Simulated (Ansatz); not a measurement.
# SiN (quartet): trial inputs and their diagnosis

4 inputs are run for SiN (quartet) as typed; the log has to tell whether the result can be used and what must change.

Computed with Ansatz 0.2.0, Gaussian basis. Level: the settings change from run to run.

15 further runs of the same task are left out: 4 that didn't finish, 11 set aside as unsound or not needed.

**1. What is computed**

The geometry is a PBE0/def2-TZVP stationary point (not a proven minimum).

2 atoms, charge 0, spin multiplicity 4.

Atoms are counted from 1 here; the program's logs count them from 0.

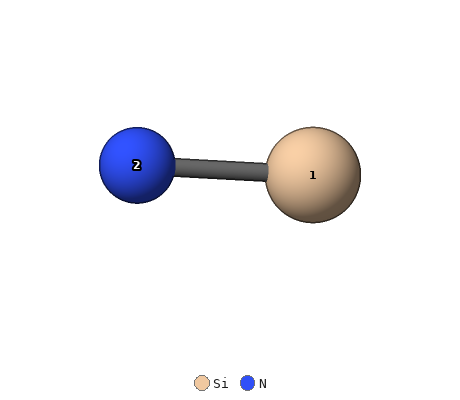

The structure; silicon light orange, nitrogen blue; atoms are numbered from 1 in the order of the file.

**2. Try 1**

The input, in.yaml:

```yaml
crystal:
  periodic: [false, false, false]
  atoms:
    - {symbol: Si, position_ang: [0.000000, 0.000000, 0.000000]}
    - {symbol: N, position_ang: [0.000000, 0.000000, 1.889128]}
basis:
  gaussian: {orbitals: "6-31G*"}
magnetization: {spin_polarized: false, initial_magnetization: 3}
correlation: {method: sc_nevpt2, electrons: outside_noble_gas, active_space: {window: {electrons: 5, orbitals: 4}}}
accuracy: high
output: {forces: true}
```

Command:

```sh
ansatz run in.yaml --threads 1 --pin off --events-out ev --progress --plain --max-ram 2393MiB
```

The program printed:

```text
Functional definition: HF
  name "HF"
  cite "Fock, Z. Phys. 61, 126 (1930) doi:10.1007/BF01340294"
  parent pbe
  exchange = exact_x
  correlation = 0
581 factors; integrals over basis functions are off by at most 3.6e-9 eV
mean field evaluation 1: about -9336.3646 eV, gradient 1.3e1 eV
mean field evaluation 2: about -9336.3920 eV, gradient 1.3e1 eV
mean field evaluation 4: about -9337.6896 eV, gradient 2.9e0 eV
mean field evaluation 8: about -9337.9265 eV, gradient 9.2e-1 eV
mean field evaluation 16: about -9337.9443 eV, gradient 1.1e-2 eV
mean field evaluation 32: about -9337.9443 eV, gradient 5.6e-8 eV
mean field evaluation 64: about -9335.8028 eV, gradient 2.0e1 eV
mean field evaluation 96: about -9339.3486 eV, gradient 1.4e-4 eV
mean field evaluation 128: about -9338.7692 eV, gradient 4.8e0 eV
mean field evaluation 160: about -9339.3111 eV, gradient 9.1e-1 eV
mean field evaluation 192: about -9338.3499 eV, gradient 8.3e-3 eV
mean field evaluation 224: about -9338.3499 eV, gradient 2.0e-4 eV
mean field -9339.34856299 eV, -343.2147292519 hartree, gradient 1.4e-8 eV, S^2 3.750000; 16 other end points of the search recorded, 0 dependent functions left out
reference -9339.34856299 eV, -343.2147292519 hartree; 12, 9 occupied and 22, 25 virtual orbitals, 581 factors
state -9339.34856299 eV, -343.2147292519 hartree
state -9339.34856299 eV, -343.2147292519 hartree; corrected -9343.51211404 eV, -343.3677369309 hartree
WARN: 1 active orbitals are nearly empty or full. The corrections depend on them more than the energy does, and are more stable in an active space without them
the calculation of the forces begins
Error: an active orbital is full or empty, and SC-NEVPT2 has no forces then: leave it out of the active space
```

Wall time 1.7 s (1 thread of Arm Neoverse V1, shared host).

Diagnosis: The run stopped with an error. It says: «an active orbital is full or empty, and SC-NEVPT2 has no forces then: leave it out of the active space». Cure: drop the forces, or choose an active space whose orbitals are all partly filled.

**3. Try 2**

The input, in.yaml:

```yaml
crystal:
  periodic: [false, false, false]
  atoms:
    - {symbol: Si, position_ang: [0.000000, 0.000000, 0.000000]}
    - {symbol: N, position_ang: [0.000000, 0.000000, 1.889128]}
basis:
  gaussian: {orbitals: cc-pVDZ}
magnetization: {spin_polarized: false, initial_magnetization: 3}
correlation: {active_space: {window: {electrons: 5, orbitals: 5}, places: [1, 2]}}
```

Launched as before.

The program printed:

```text
Error: invalid value for `correlation.active_space`: name one of window, places and ras
```

Wall time 0.03 s (1 thread of Arm Neoverse V1, shared host).

**Diagnosis.** The run was refused. The active space is defined twice. To mend it, keep one definition.

**4. Try 3**

The input, in.yaml:

```yaml
crystal:
  periodic: [false, false, false]
  atoms:
    - {symbol: Si, position_ang: [0.300000, 0.000000, 1.889128]}
    - {symbol: N, position_ang: [0.000000, 0.000000, 1.889128]}
basis:
  gaussian: {orbitals: "6-31G*"}
magnetization: {spin_polarized: true, initial_magnetization: 3}
correlation: {method: ccsdt, electrons: outside_noble_gas}
output: {forces: true}
```

Launched as before.

The program printed, shortened:

```text
Functional definition: HF
  name "HF"
  cite "Fock, Z. Phys. 61, 126 (1930) doi:10.1007/BF01340294"
  parent pbe
[...]
501 factors; integrals over basis functions are off by at most 7.7e-8 eV
[...]
a density is far from that of the atoms, so the factors are made again for it
583 factors; integrals over basis functions are off by at most 2.0e-8 eV
[...]
mean field -8203.15127742 eV, -301.4602491494 hartree, gradient 4.0e-7 eV, S^2 3.754344; 1 other end points of the search recorded, 0 dependent functions left out
6 core orbitals not correlated: weight in the atoms' cores, before any rotation towards them, 0.813 or more for the frozen orbitals, at most 0.132 for the correlated occupied ones
reference -8203.15127742 eV, -301.4602491494 hartree; 6, 3 occupied and 22, 25 virtual orbitals, 583 factors
second order -2.94754112 eV of doubles, -0.00000000 eV of singles
cycle   1  -3.27224803 eV  change   -3.2e-1 eV  update   4.3e-2
[...]
cycle  13  -3.45411880 eV  change   -1.1e-7 eV  update   8.6e-7
[...]
Total energy: -8206.60539621 eV, -301.5871856739 hartree
Atom 0 at     0.300000     0.000000     1.889128 Å, force  8620.491349     0.000000    -0.000000 eV/Å
Atom 1 at     0.000000     0.000000     1.889128 Å, force -8620.491349    -0.000000     0.000000 eV/Å
Dipole moment:    -0.282145    -0.000000    -0.000000 e Å
```

Run time: 17 s. Hardware: 1 thread of Arm Neoverse V1, shared host; peak memory 0.32 GiB.

Diagnosis: The run converged, which proves nothing about the input. One atom lies on top of another. The shortest distance is 0.30 Å, against 1.89 Å in the geometry of step 1. Its energy belongs to another geometry. Cure: restore its position.

**5. Try 4**

The input, in.yaml:

```yaml
crystal:
  periodic: [false, false, false]
  atoms:
    - {symbol: Si, position_ang: [0.000000, 0.000000, 0.000000]}
    - {symbol: N, position_ang: [0.000000, 0.000000, 1.889128]}
basis:
  gaussian: {orbitals: aug-cc-pVTZ, point_charges: [{charge: 1.00, position_ang: [3.168, -0.252, -0.980]}]}
magnetization: {spin_polarized: false, initial_magnetization: 3}
correlation: {method: ccsdtq, electrons: all}
```

Launched as before.

The program printed:

```text
Functional definition: HF
  name "HF"
  cite "Fock, Z. Phys. 61, 126 (1930) doi:10.1007/BF01340294"
  parent pbe
  exchange = exact_x
  correlation = 0
1092 factors; integrals over basis functions are off by at most 1.5e-7 eV
mean field evaluation 1: about -9338.6035 eV, gradient 1.3e1 eV
mean field evaluation 2: about -9338.6056 eV, gradient 1.3e1 eV
mean field evaluation 4: about -9340.2547 eV, gradient 4.2e0 eV
mean field evaluation 8: about -9340.9977 eV, gradient 1.7e0 eV
mean field evaluation 16: about -9341.5311 eV, gradient 1.8e-3 eV
mean field evaluation 32: about -9341.5105 eV, gradient 8.9e-1 eV
mean field evaluation 64: about -9341.5061 eV, gradient 7.0e-1 eV
mean field evaluation 96: about -9340.5827 eV, gradient 9.9e-1 eV
mean field evaluation 128: about -9339.9109 eV, gradient 3.0e0 eV
mean field evaluation 160: about -9334.6678 eV, gradient 2.0e0 eV
mean field evaluation 192: about -9340.4835 eV, gradient 2.4e0 eV
mean field evaluation 224: about -9340.2688 eV, gradient 6.0e-4 eV
mean field evaluation 256: about -9338.4845 eV, gradient 1.4e0 eV
mean field evaluation 288: about -9339.1453 eV, gradient 1.8e-1 eV
mean field evaluation 320: about -9341.5311 eV, gradient 1.9e-3 eV
mean field evaluation 352: about -9340.4928 eV, gradient 4.5e-2 eV
mean field evaluation 384: about -9337.8580 eV, gradient 1.4e1 eV
mean field evaluation 416: about -9338.4194 eV, gradient 7.9e-1 eV
mean field evaluation 448: about -9337.2500 eV, gradient 4.9e0 eV
mean field evaluation 480: about -9334.2759 eV, gradient 3.5e-1 eV
mean field evaluation 512: about -9339.4010 eV, gradient 3.4e0 eV
mean field evaluation 544: about -9337.6597 eV, gradient 1.6e1 eV
mean field evaluation 576: about -9340.5329 eV, gradient 2.1e0 eV
mean field evaluation 608: about -9339.1332 eV, gradient 8.6e-1 eV
mean field evaluation 640: about -9334.3172 eV, gradient 1.8e-2 eV
mean field evaluation 672: about -9336.3152 eV, gradient 6.5e-1 eV
mean field evaluation 704: about -9337.3132 eV, gradient 1.0e-3 eV
mean field -9341.53107973 eV, -343.2949352630 hartree, gradient 2.7e-6 eV, S^2 3.750000; 18 other end points of the search recorded, 0 dependent functions left out
mean field evaluation 736: about -9341.8583 eV, gradient 4.7e-4 eV
mean field evaluation 768: about -9341.8538 eV, gradient 3.9e-1 eV
determinant -9341.53107973 eV, -343.2949352630 hartree, with singles and doubles -9350.04710352 eV, -343.6078933647 hartree
determinant -9340.60713179 eV, -343.2609808022 hartree, with singles and doubles -9349.23909714 eV, -343.5781996780 hartree
determinant -9340.49273927 eV, -343.2567769548 hartree, with singles and doubles -9349.44744471 eV, -343.5858563101 hartree
determinant -9340.26883188 eV, -343.2485485098 hartree, with singles and doubles -9349.21693385 eV, -343.5773851920 hartree
determinant -9339.64304851 eV, -343.2255513953 hartree, with singles and doubles -9348.71746273 eV, -343.5590299671 hartree
determinant -9339.14624573 eV, -343.2072942300 hartree, with singles and doubles -9348.11543548 eV, -343.5369058737 hartree
determinant -9338.42242303 eV, -343.1806942363 hartree, with singles and doubles -9347.02390868 eV, -343.4967930036 hartree
reference -9341.53107973 eV, -343.2949352630 hartree; 12, 9 occupied and 84, 87 virtual orbitals, 1092 factors
second order -7.43149709 eV of doubles, -0.17009944 eV of singles
Error: with its amplitudes the run needs 2375.39 GiB of memory by its plan, which may be too low or too high, and 2.33 GiB are given
refused for memory
```

It took 30 s on 1 thread of Arm Neoverse V1, shared host; peak memory 0.27 GiB.

Diagnosis: The run was refused for memory. The method is too large for the memory allowed. To mend it, freeze cores, shrink the basis or take a lower level.

**6. How the runs ended**

| try | level | ended | cause | time |
| --- | --- | --- | --- | --- |
| 1 | NEVPT2(5,4)/6-31G* | stopped by an error | an active orbital is full or empty, and SC-NEVPT2 has no forces then: leave it out of the active space | 1.7 s |
| 2 | CASSCF(5,5)/cc-pVDZ | refused | the active space is defined twice | 0.03 s |
| 3 | CCSDT on UHF/6-31G* | converged | one atom lies on top of another | 17 s |
| 4 | CCSDTQ on ROHF/aug-cc-pVTZ | out of memory | the method is too large for the memory allowed | 30 s |

1 stopped by an error, 1 refused, 1 converged, 1 out of memory. The input that converges on a wrong geometry or spin is the dangerous one: no error points at it, so geometry and ⟨S²⟩ have to be checked.
